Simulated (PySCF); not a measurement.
# C3H3FO: electronic excitations and core binding energies

Aim: predict the electronic excitations and core binding energies of C3H3FO (`C=CC(=O)F`).

Programs: PySCF 2.14.0, with density-fitted response routines of our own. Each step states its level of theory. These are calculated values for one molecule in the gas phase, unless marked as measured. Atoms are numbered from 0 throughout.

**1. Starting geometry**

8 atoms, charge 0, multiplicity 1; geometry from: GFN2-xTB.

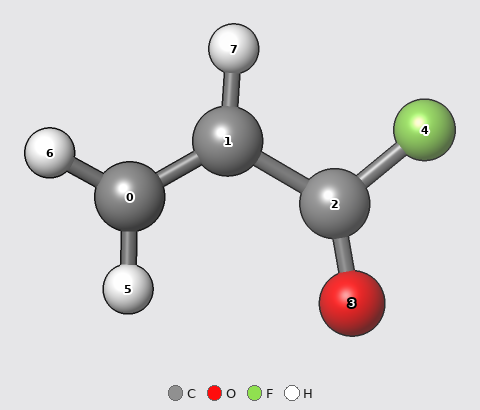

As it starts; carbon grey, oxygen red, fluorine green, hydrogen white, atoms numbered.

**2. TDDFT and polarisability: wB97X-D/def2-SVPD**

What the job is given:

```
{"job": {"kind": "uv", "xc": "wB97X-D", "basis": "def2-SVPD", "nstates": 8, "ntriplets": 3}, "charge": 0, "multiplicity": 1}
C      1.222170     0.159638    -0.243902
C      0.128739    -0.062550     0.476389
C     -1.187768    -0.090428    -0.159126
O     -1.488681     0.064215    -1.292893
F     -2.167416    -0.338435     0.761808
H      1.150932     0.321797    -1.307530
H      2.203290     0.185960     0.197818
H      0.147791    -0.230785     1.542871
```

With the program's defaults for keys left out, this is: TDDFT wB97X-D/def2-SVPD, vertical, gas phase, core orbitals frozen in the response.

The run is started by

```bash
OMP_NUM_THREADS=1 python probes_run.py task.json out
```

The driver reads the jobs from task.json and runs them one after another.

The program printed:

```text
coarse grid: 7296 points
cycle   1  E = -290.6716797589  dE =  8.341e-01  |g| = 8.972e-01  |ddm| = 3.728e+00
cycle   2  E = -290.5133653585  dE =  1.583e-01  |g| = 1.346e+00  |ddm| = 2.365e+00
cycle   3  E = -290.8308937005  dE = -3.175e-01  |g| = 1.245e-01  |ddm| = 1.414e+00
cycle   4  E = -290.8331757677  dE = -2.282e-03  |g| = 5.891e-02  |ddm| = 1.387e-01
cycle   5  E = -290.8337636905  dE = -5.879e-04  |g| = 1.021e-02  |ddm| = 5.693e-02
cycle   6  E = -290.8337912104  dE = -2.752e-05  |g| = 4.047e-03  |ddm| = 2.288e-02
cycle   7  E = -290.8337961973  dE = -4.987e-06  |g| = 1.029e-03  |ddm| = 9.026e-03
final grid: 72552 points
cycle   8  E = -290.8799073233  dE = -6.912e-05  |g| = 6.294e-03  |ddm| = 1.216e-01
cycle   9  E = -290.8799046824  dE =  2.641e-06  |g| = 7.962e-03  |ddm| = 1.979e-02
cycle  10  E = -290.8799149259  dE = -1.024e-05  |g| = 7.671e-04  |ddm| = 5.495e-03
cycle  11  E = -290.8799150271  dE = -1.011e-07  |g| = 5.108e-04  |ddm| = 1.922e-03
cycle  12  E = -290.8799150823  dE = -5.523e-08  |g| = 1.174e-04  |ddm| = 7.773e-04
cycle  13  E = -290.8799150858  dE = -3.554e-09  |g| = 2.603e-05  |ddm| = 2.567e-04
cycle  14  E = -290.8799150862  dE = -3.441e-10  |g| = 8.814e-06  |ddm| = 8.574e-05
converged SCF energy = -290.8799150862

Static polarisability (au): isotropic 40.460, principal 27.465 40.917 52.997

Singlet excitations
state   eV       nm        f      main configurations
  1   5.2323    237.0   0.00006   H-1->L 0.94
  2   6.4533    192.1   0.31280   H->L 0.97
  3   7.5028    165.3   0.00086   H-3->L 0.92
  4   8.1485    152.2   0.00052   H-4->L 0.91
  5   8.3124    149.2   0.05434   H-2->L 0.92
  6   8.6951    142.6   0.06310   H->L+1 0.93
  7   9.1084    136.1   0.00001   H-1->L+4 0.80, H-5->L 0.10
  8   9.2485    134.1   0.05307   H-1->L+1 0.70, H-1->L+2 0.17

Triplet excitations (Tamm-Dancoff, eV): 3.8793 4.8132 6.3429
```

Run time: 7.5 s. Hardware: 1 thread, shared host.

The orbitals next to the gap, with their largest atomic shares:

| orbital | eV | atoms |
| --- | --- | --- |
| HOMO−3 | -13.35 | F4 27 %, C0 20 %, O3 12 % |
| HOMO−2 | -13.16 | F4 39 %, O3 38 %, C2 15 % |
| HOMO−1 | -11.17 | O3 68 %, F4 11 %, C2 10 % |
| HOMO | -10.88 | C1 36 %, C0 34 %, O3 14 % |
| LUMO | -0.41 | C0 30 %, C1 20 %, C2 20 % |
| LUMO+1 | 2.33 | C0 33 %, C1 18 %, C2 15 % |
| LUMO+2 | 2.95 | C2 24 %, H6 16 %, F4 16 % |

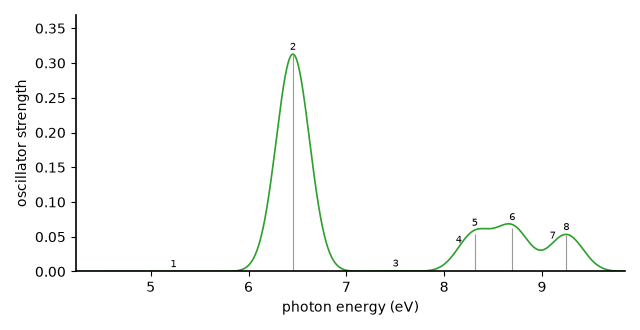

Absorption spectrum from the 8 singlet states computed; above the last one it falls off for lack of states. Lines are broadened to a width of 0.40 eV (Gaussian).

Ground-state properties from the same run:

| property | computed |
| --- | --- |
| dipole moment (D) | 3.50 |
| polarisability (Å³) | 6.00 |
| HOMO–LUMO gap (eV) | 10.48 |
| −ε(HOMO) (eV) | 10.89 |

**3. X-ray photoelectron lines: SCAN, X2C**

Settings changed since step 2:

```diff
@@ -1,2 +1,2 @@
-{"job": {"kind": "uv", "xc": "wB97X-D", "basis": "def2-SVPD", "nstates": 8, "ntriplets": 3}, "charge": 0, "multiplicity": 1}
+{"job": {"kind": "xps"}, "charge": 0, "multiplicity": 1}
 C      1.222170     0.159638    -0.243902
```

With the program's defaults for keys left out, this is: delta-SCF UKS SCAN, pcX-2 on the ionised atom, pcseg-1 elsewhere, spin-free X2C.

The program printed:

```text
ground state, core basis on atom 0 (C), 116 functions
  cycle   1  E = -291.08651945  |g| = 8.10e-01
  cycle   2  E = -290.53344146  |g| = 1.84e+00
  cycle   3  E = -291.18592117  |g| = 3.69e-01
  cycle   4  E = -291.21118305  |g| = 9.77e-02
  cycle   5  E = -291.21238420  |g| = 4.32e-02
  cycle   6  E = -291.21280274  |g| = 9.03e-03
  cycle   7  E = -291.21281401  |g| = 5.28e-03
  cycle   8  E = -291.21282069  |g| = 1.76e-03
  cycle   9  E = -291.21282164  |g| = 2.01e-04
  E(ground) = -291.21680501 Eh
hole in C 1s of atom 0
  cycle   1  E = -279.92165559  |g| = 1.50e+00
  cycle   2  E = -278.02277476  |g| = 2.17e+00
  cycle   3  E = -280.03212439  |g| = 1.01e+00
  cycle   4  E = -280.41121667  |g| = 4.44e-01
  cycle   5  E = -280.45411454  |g| = 3.10e-01
  cycle   6  E = -280.48680040  |g| = 1.32e-01
  cycle   7  E = -280.49310152  |g| = 2.32e-02
  cycle   8  E = -280.49339088  |g| = 7.56e-03
  cycle   9  E = -280.49345425  |g| = 6.78e-03
  cycle  10  E = -280.49349392  |g| = 3.13e-03
  cycle  11  E = -280.49353112  |g| = 1.96e-03
  cycle  12  E = -280.49354317  |g| = 1.02e-03
  cycle  13  E = -280.49354697  |g| = 2.99e-04
  E(ion) = -280.49690503 Eh   <S^2> = 0.8197   hole on atom = 1.000   binding energy = 291.703 eV
ground state, core basis on atom 1 (C), 116 functions
  cycle   1  E = -291.21350147  |g| = 6.23e-02
  cycle   2  E = -291.21280208  |g| = 5.82e-02
  cycle   3  E = -291.21325212  |g| = 4.06e-02
  cycle   4  E = -291.21371841  |g| = 5.95e-03
  cycle   5  E = -291.21372675  |g| = 1.41e-03
  cycle   6  E = -291.21372600  |g| = 5.09e-04
  cycle   7  E = -291.21372627  |g| = 3.09e-04
  E(ground) = -291.21824659 Eh
hole in C 1s of atom 1
  cycle   1  E = -279.92386274  |g| = 1.51e+00
  cycle   2  E = -279.00887826  |g| = 2.01e+00
  cycle   3  E = -280.31159516  |g| = 6.55e-01
  cycle   4  E = -280.38552012  |g| = 5.05e-01
  cycle   5  E = -280.47120522  |g| = 1.85e-01
  cycle   6  E = -280.48382288  |g| = 5.64e-02
  cycle   7  E = -280.48489903  |g| = 1.71e-02
  cycle   8  E = -280.48503129  |g| = 9.47e-03
  cycle   9  E = -280.48509701  |g| = 3.85e-03
  cycle  10  E = -280.48511945  |g| = 1.86e-03
  cycle  11  E = -280.48512845  |g| = 5.72e-04
  cycle  12  E = -280.48512906  |g| = 1.87e-04
  E(ion) = -280.48932826 Eh   <S^2> = 0.7940   hole on atom = 1.000   binding energy = 291.949 eV
ground state, core basis on atom 2 (C), 116 functions
  cycle   1  E = -291.21986801  |g| = 6.12e-02
  cycle   2  E = -291.21939408  |g| = 4.90e-02
  cycle   3  E = -291.21950249  |g| = 4.41e-02
  cycle   4  E = -291.22001940  |g| = 4.53e-03
  cycle   5  E = -291.22002359  |g| = 2.00e-03
  cycle   6  E = -291.22002461  |g| = 5.25e-04
  cycle   7  E = -291.22002440  |g| = 1.32e-04
  E(ground) = -291.22442473 Eh
hole in C 1s of atom 2
  cycle   1  E = -279.81039295  |g| = 1.50e+00
  cycle   2  E = -278.18567507  |g| = 2.30e+00
  cycle   3  E = -280.14447795  |g| = 6.03e-01
  cycle   4  E = -280.03347208  |g| = 7.55e-01
  cycle   5  E = -280.32632552  |g| = 2.15e-01
  cycle   6  E = -280.34124015  |g| = 1.04e-01
  cycle   7  E = -280.34512284  |g| = 6.18e-02
  cycle   8  E = -280.34673919  |g| = 6.62e-03
  cycle   9  E = -280.34675104  |g| = 6.77e-03
  cycle  10  E = -280.34677920  |g| = 2.38e-03
  cycle  11  E = -280.34678654  |g| = 8.42e-04
  cycle  12  E = -280.34679018  |g| = 3.04e-04
  E(ion) = -280.35100585 Eh   <S^2> = 0.7830   hole on atom = 1.000   binding energy = 295.881 eV
ground state, core basis on atom 3 (O), 116 functions
  cycle   1  E = -291.23982034  |g| = 9.99e-02
  cycle   2  E = -291.23783656  |g| = 1.12e-01
  cycle   3  E = -291.23898931  |g| = 7.97e-02
  cycle   4  E = -291.24014583  |g| = 7.28e-03
  cycle   5  E = -291.24015586  |g| = 1.37e-03
  cycle   6  E = -291.24015698  |g| = 4.60e-04
  E(ground) = -291.24143319 Eh
hole in O 1s of atom 3
  cycle   1  E = -270.61921156  |g| = 2.22e+00
  cycle   2  E = -269.90868302  |g| = 2.30e+00
  cycle   3  E = -271.25306658  |g| = 6.32e-01
  cycle   4  E = -271.29292820  |g| = 5.33e-01
  cycle   5  E = -271.43574390  |g| = 1.09e-01
  cycle   6  E = -271.43965537  |g| = 7.70e-02
  cycle   7  E = -271.44242821  |g| = 2.21e-02
  cycle   8  E = -271.44263571  |g| = 6.46e-03
  cycle   9  E = -271.44265227  |g| = 3.21e-03
  cycle  10  E = -271.44265747  |g| = 5.88e-04
  cycle  11  E = -271.44265798  |g| = 2.28e-04
  E(ion) = -271.44626482 Eh   <S^2> = 0.7651   hole on atom = 1.000   binding energy = 538.654 eV
ground state, core basis on atom 4 (F), 116 functions
  cycle   1  E = -291.25441474  |g| = 1.46e-01
  cycle   2  E = -291.24495146  |g| = 2.43e-01
  cycle   3  E = -291.25512262  |g| = 6.88e-02
  cycle   4  E = -291.25601462  |g| = 3.79e-03
  cycle   5  E = -291.25601774  |g| = 1.24e-03
  cycle   6  E = -291.25601813  |g| = 5.05e-04
  cycle   7  E = -291.25601874  |g| = 2.32e-04
  E(ground) = -291.26212055 Eh
hole in F 1s of atom 4
  cycle   1  E = -264.87993542  |g| = 2.58e+00
  cycle   2  E = -264.38162064  |g| = 2.40e+00
  cycle   3  E = -265.34298437  |g| = 1.01e+00
  cycle   4  E = -265.57583419  |g| = 7.25e-01
  cycle   5  E = -265.76420692  |g| = 1.52e-01
  cycle   6  E = -265.77007666  |g| = 1.18e-01
  cycle   7  E = -265.77785392  |g| = 3.57e-02
  cycle   8  E = -265.77851053  |g| = 6.39e-03
  cycle   9  E = -265.77853114  |g| = 1.71e-03
  cycle  10  E = -265.77853388  |g| = 4.91e-04
  E(ion) = -265.79105577 Eh   <S^2> = 0.7577   hole on atom = 1.000   binding energy = 693.103 eV
```

It took 14 s on 1 thread, shared host.

The holes in one table. −ε is the ground-state orbital energy:

| hole | stands for | environment | ΔSCF (eV) | −ε (eV) | ⟨S²⟩ |
| --- | --- | --- | --- | --- | --- |
| C1s on C0 | C0 | β carbon of a C=C–C=O unit | 291.70 | 274.9 | 0.820 |
| C1s on C1 | C1 | α carbon of a C=C–C=O unit | 291.95 | 274.9 | 0.794 |
| C1s on C2 | C2 | carbonyl carbon | 295.88 | 278.1 | 0.783 |
| O1s on O3 | O3 | carbonyl oxygen | 538.65 | 517.1 | 0.765 |
| F1s on F4 | F4 | fluorine bonded to C | 693.10 | 667.3 | 0.758 |

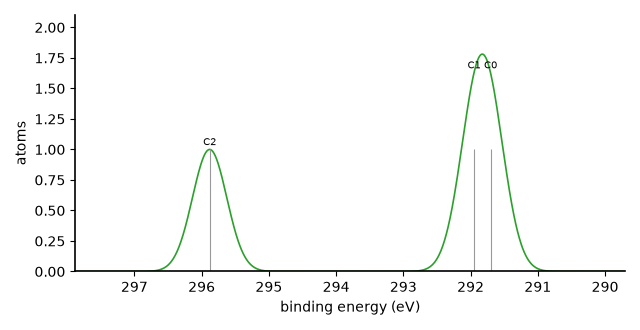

The C1s photoelectron lines, weighted by the number of atoms. Lines are broadened to a width of 0.60 eV (Gaussian).

**4. Summary of results**

```
                                quantity                               value
      lowest singlet (wB97X-D/def2-SVPD)         5.23 eV (237 nm), f = 0.000
brightest single state of those computed         state 2, 6.45 eV, f = 0.313
                          lowest triplet                             3.88 eV
        C1s binding energies, SCAN/pcX-2  C2 295.88, C1 291.95, C0 291.70 eV
        O1s binding energies, SCAN/pcX-2                        O3 538.65 eV
        F1s binding energies, SCAN/pcX-2                        F4 693.10 eV
```

In words: The first singlet state (HOMO−1→LUMO 0.94) lies at 5.23 eV and is dark; of the 8 states computed, the strongest absorption comes from state 2 at 6.45 eV. The lowest triplet lies 1.35 eV below the lowest singlet (triplets in Tamm-Dancoff, singlets in full TDDFT). The C1s levels kept as sound span 4.18 eV, from C0 (β carbon of a C=C–C=O unit) up to C2 (carbonyl carbon).
